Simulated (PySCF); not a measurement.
The calculation's input:

```
{"job": {"kind": "nmr", "xc": "PBE0", "basis": "pcSseg-1"}, "charge": 0, "multiplicity": 1}
C      0.159674    -2.090574    -0.708117
C     -0.237192    -0.823505     0.048041
C     -1.456706    -0.154200    -0.598537
Si    -2.096184     1.328230     0.374950
F     -3.533431     1.739008    -0.211944
F     -2.487465     0.860501     1.857448
N      0.883461     0.094410     0.178215
Si     1.547962     0.918152    -1.198860
Si     1.507318     0.279271     1.787828
H      1.044496    -2.526467    -0.250589
H      0.383952    -1.863719    -1.746651
H     -0.647008    -2.819557    -0.673992
H     -0.526129    -1.127968     1.061974
H     -1.196000     0.140373    -1.615846
H     -2.252984    -0.901104    -0.679103
H     -1.329218     2.542912     0.498684
H      1.058870     2.303943    -1.238265
H      1.144990     0.244513    -2.435143
H      3.005161     0.890151    -1.089186
H      2.528385     1.317698     1.721390
H      2.079613    -0.995750     2.240186
H      0.408025     0.663066     2.676668
```

Run with:

```sh
OMP_NUM_THREADS=1 python probes_run.py task.json out
```

Geometry: GFN2-xTB.

Theory: PBE0/pcSseg-1, SCF density, gas phase, non-relativistic (PySCF 2.14.0).

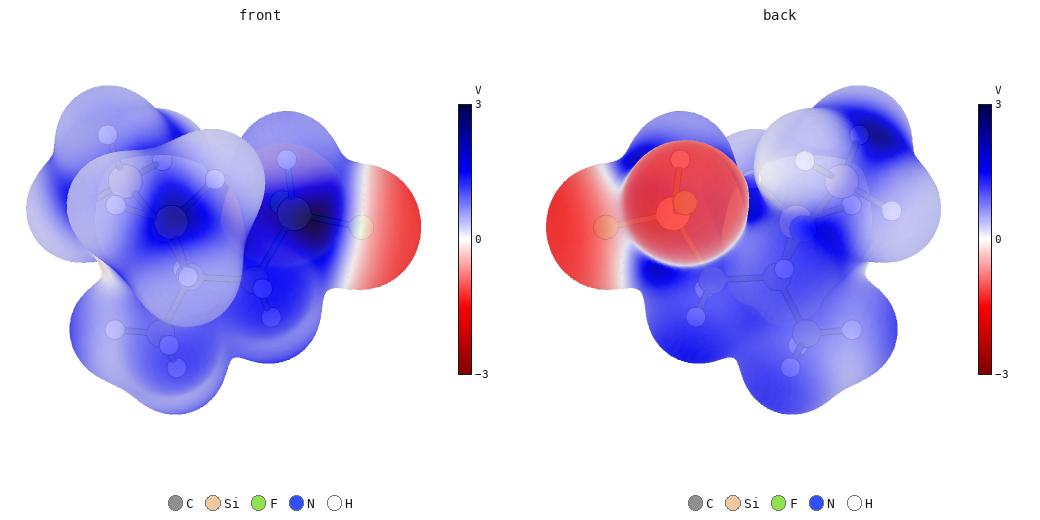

C₃H₁₃F₂NSi₃ (SMILES C[C@H](C[SiH](F)F)N([SiH3])[SiH3]). The electrostatic potential painted on the density surface at 0.004 e/bohr³, seen from the front and from behind; the colour scale runs from red (negative) to blue (positive).

Question: Describe the electrostatic potential map.

Answer: The most negative region (about −1.2 V) lies over F5 and F6, the most positive (about +2.5 V) over Si4 and Si9.

Question: What dipole moment does the calculation give?

Answer: Its dipole moment is 2.60 D.
